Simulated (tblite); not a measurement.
```xyz
15
charge 0, multiplicity 1
C    -2.1387   -0.7813    0.6423
C    -2.2097    0.7223    0.6547
O    -3.1051    1.3220    1.2053
Si   -0.8236    1.6917   -0.2779
C     0.7108    0.6740   -0.1147
C     1.7106   -0.0016    0.0007
Si    3.2307   -1.0451    0.1661
H    -2.0833   -1.1294   -0.3875
H    -3.0002   -1.2216    1.1410
H    -1.2215   -1.0891    1.1421
H    -1.2108    1.7680   -1.6916
H    -0.6601    3.0071    0.3361
H     2.8018   -2.4291    0.3891
H     3.9951   -0.9284   -1.0778
H     3.9995   -0.5515    1.3105
```

Describe the molecule in this file.

Formula C₄H₈OSi₂. As SMILES it reads `CC(=O)[SiH2]C#C[SiH3]`. It has no ring. Among its groups: alkyne, Si–H bond. This geometry has C1 symmetry. Coordination: 1 C tetrahedral; 1 C trigonal planar; 2 Si tetrahedral; 2 C linear.

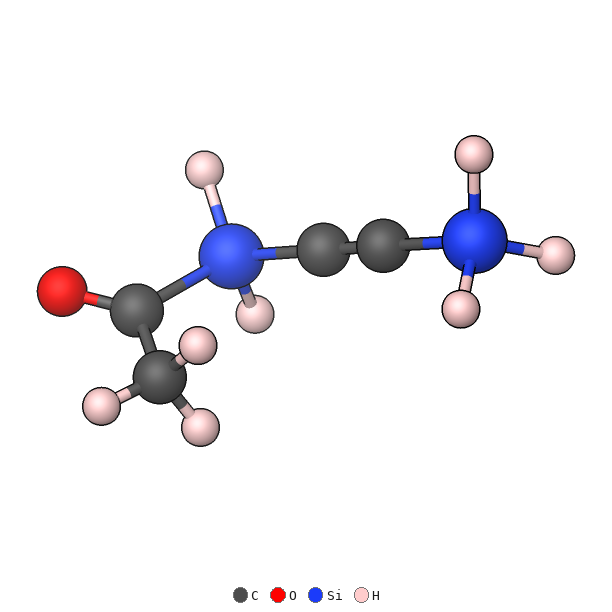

(Drawn from a calculation with tblite.)
